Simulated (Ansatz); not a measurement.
```yaml
atoms:
  - { symbol: F, position_ang: [0.0424, -0.2266, 1.7653] }
  - { symbol: F, position_ang: [-1.5547, -1.6320, -0.9055] }
  - { symbol: In, position_ang: [-0.7708, -0.0800, -0.0132] }
  - { symbol: N, position_ang: [-0.8639, 1.7957, -1.1197] }
  - { symbol: O, position_ang: [-0.4487, 2.8553, -0.7628] }
```

Geometry: B3LYP-D3(BJ)/def2-SVP; core potentials replace the inner electrons of In.

Method: isolated molecule in a Gaussian basis; Kohn-Sham density functional theory, functional PBE0 in Ansatz 0.2.0.

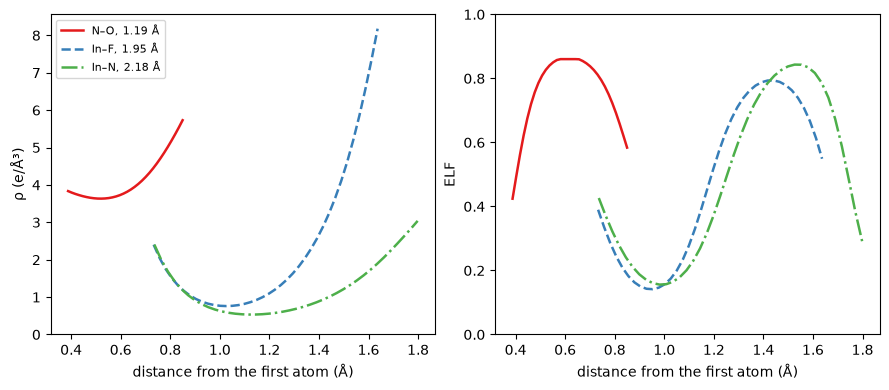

F2InNO (SMILES O=[N][In]([F])[F]) (triplet). Electron density and ELF along straight lines between neighbouring atoms. The curves leave out the atomic cores.

Q: What can be read from the curves?

A: N–O (1.19 Å): ρ is about 3.7 e/Å³ halfway; the ELF peaks at about 0.85 between the atoms, as expected for localised, covalent bonding.
In–F (1.95 Å): ρ is about 0.79 e/Å³ halfway; the ELF peaks at about 0.80 in the valence shell of F, 0.5 Å from its nucleus, and drops to about 0.15 between the two atoms.
In–N (2.18 Å): ρ is about 0.54 e/Å³ halfway; the ELF peaks at about 0.85 in the valence shell of N, 0.7 Å from its nucleus, and drops to about 0.15 between the two atoms.
